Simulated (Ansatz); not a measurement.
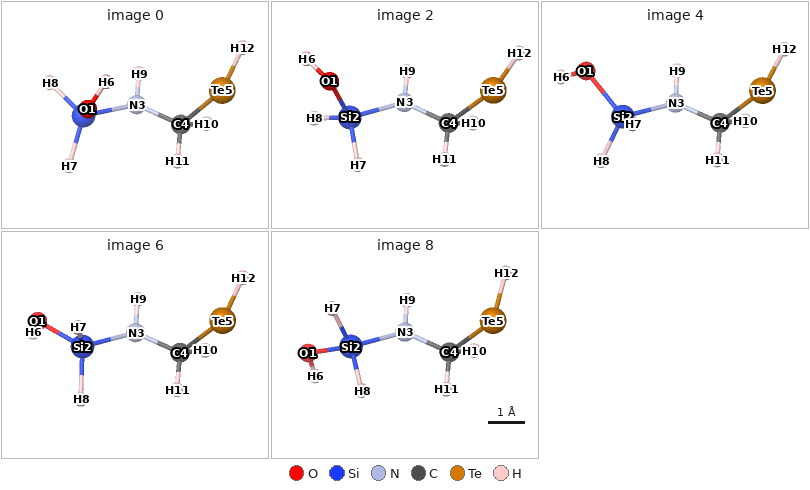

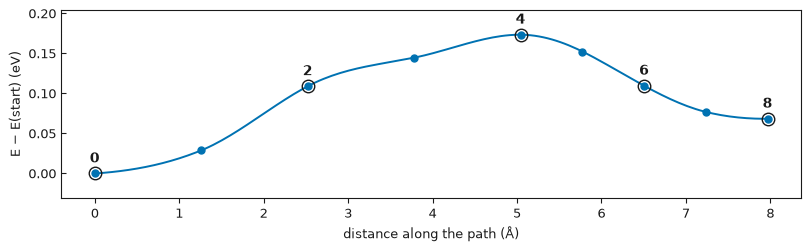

NEB run on CH7NOSiTe. Images are numbered from 0 (start) to 8 (end). Style: ball-and-stick. Shown from a free direction.

These are results of Ansatz 0.2.0, RKS revPBE/def2-SVP, not measurements. Run with 7 movable images; climbing image; force threshold 0.05 eV/Å; iteration limit 60; starting path through a guess of the saddle point.

Question: Read off the barrier and say what moves.

Answer: The motion is a rotation about the Si2–N3 bond by about 175°. No bond forms or breaks between the ends. Bond angles that change up to the highest image, for instance: N3–Si2–H8 103.2° → 110.6°, O1–Si2–H7 103.6° → 110.1°. Forward barrier 0.173 eV, backward barrier 0.105 eV, with image 4 at the top; the reaction energy is +0.068 eV. The band converged in 30 iterations. The largest component of the band force went from 41 to 0.041 eV/Å. The climbing image converged on the top of the path. Its vibrational analysis gives one imaginary mode (92i cm⁻¹), as a transition state must have.

Cost: 9.1 min on 2 threads of Arm Neoverse V1, with other jobs on the host, peak memory 0.18 GiB.
